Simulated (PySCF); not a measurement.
# C₇H₁₅OP (SMILES C=CCP(C)CCCO): what the fields show

Input

```
{"job": {"kind": "nmr", "xc": "PBE0", "basis": "pcSseg-1"}, "charge": 0, "multiplicity": 1}
C      3.776163    -0.071869    -1.212148
C      3.046221    -0.134106    -0.112766
C      1.762042     0.592432     0.078861
P      0.295934    -0.530623    -0.251827
C      0.451714    -1.628221     1.234283
C     -0.999253     0.641917     0.410232
C     -2.411490     0.108132     0.192259
C     -2.793986     0.155123    -1.287156
O     -2.866671     1.467330    -1.790145
H      3.482981     0.540626    -2.048892
H      4.692410    -0.626187    -1.321980
H      3.363006    -0.759587     0.712146
H      1.682514     1.415684    -0.635162
H      1.681124     0.986835     1.096311
H     -0.464262    -2.204657     1.349818
H      0.636626    -1.053553     2.141206
H      1.271301    -2.324847     1.070030
H     -0.817480     0.826623     1.473218
H     -0.893091     1.586147    -0.130686
H     -2.488227    -0.922966     0.542876
H     -3.125347     0.709614     0.765703
H     -2.021996    -0.342629    -1.879913
H     -3.749494    -0.368135    -1.441038
H     -3.522473     1.956680    -1.280740
```

Launched as:

```sh
OMP_NUM_THREADS=1 python probes_run.py task.json out
```

Geometry: GFN2-xTB.

Level of theory: PBE0/pcSseg-1, SCF density, gas phase, non-relativistic in PySCF.

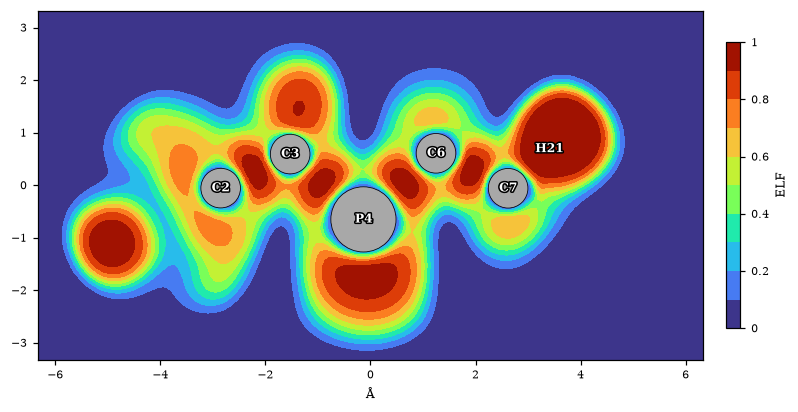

Figure 1. Electron localisation function on the plane of atoms P4, C6 and C7. Grey discs cover the atomic cores.

**What does the map show?**

The plane passes through C, P and H nuclei. C–P (1.88 Å): the ELF peaks at about 0.95 between the atoms; a shared electron pair. C–C (1.49 Å): the ELF peaks at about 0.95 between the atoms; localised, covalent bonding. C–C (1.53 Å): the ELF peaks at about 0.95 between the atoms, as expected for a shared electron pair. C–H (1.10 Å): the ELF climbs to about 1 towards the hydrogen, as it does in any bond to H (a covalent bond by its length). The ELF also peaks beside P4, away from the bonds: lone-pair regions.

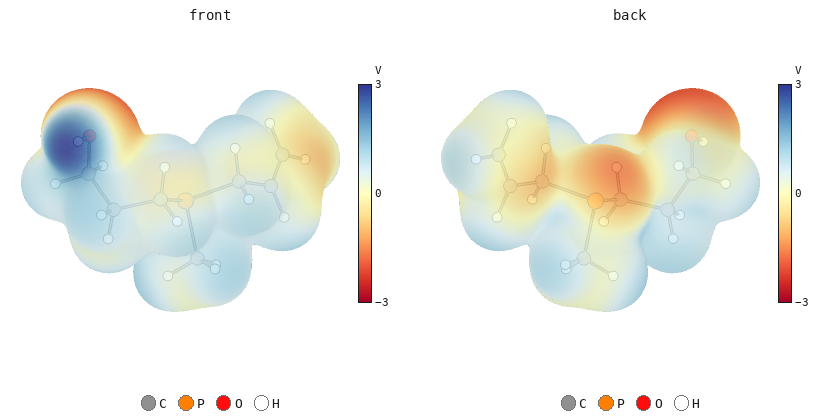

Figure 2. The electrostatic potential painted on the density surface at 0.004 e/bohr³, seen from the front and from behind; red is negative and blue positive.

**Which sites attract a positive test charge, and which a negative one?**

A positive charge is drawn to the negative regions and a negative charge to the positive ones. The most negative region (about −2.0 V, or −46 kcal/mol for a unit charge) lies over O9, the most positive (about +2.7 V, or +62 kcal/mol for a unit charge) over H24. O9 is the likeliest acceptor of a hydrogen bond.

**What dipole moment does the calculation give?**

Its dipole moment is 2.61 D.
